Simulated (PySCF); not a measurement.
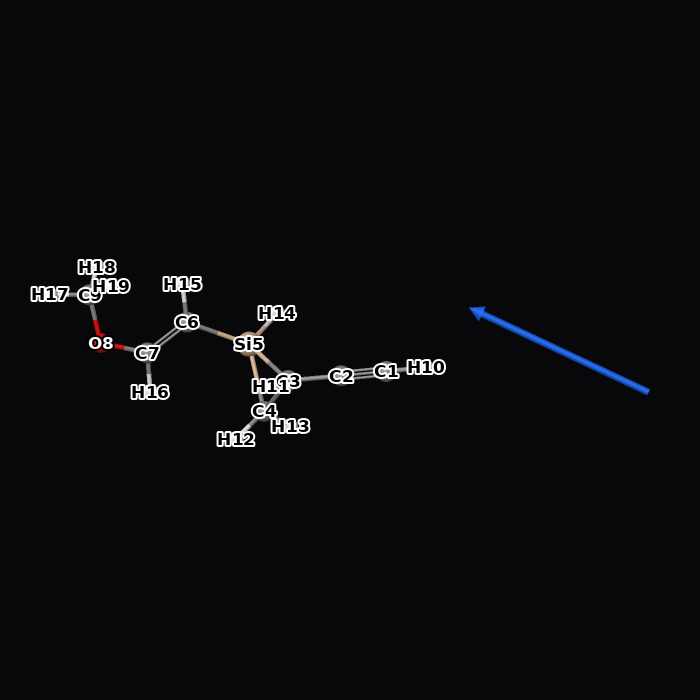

The arrow beside the molecule shows the direction of the dipole moment, from the negative to the positive end (its length means nothing). The computed structure is the end point of a PBE0-D3(BJ)/def2-SVP optimisation. No frequency run is at hand to confirm it as a minimum. Method: PBE0/pcSseg-1 in water (IEF-PCM) (PySCF 2.14.0).

Estimate the dipole moment.

Answer. 4.09 D; it points from the side of H10 to the side of H17 (the outermost atoms at the two ends).
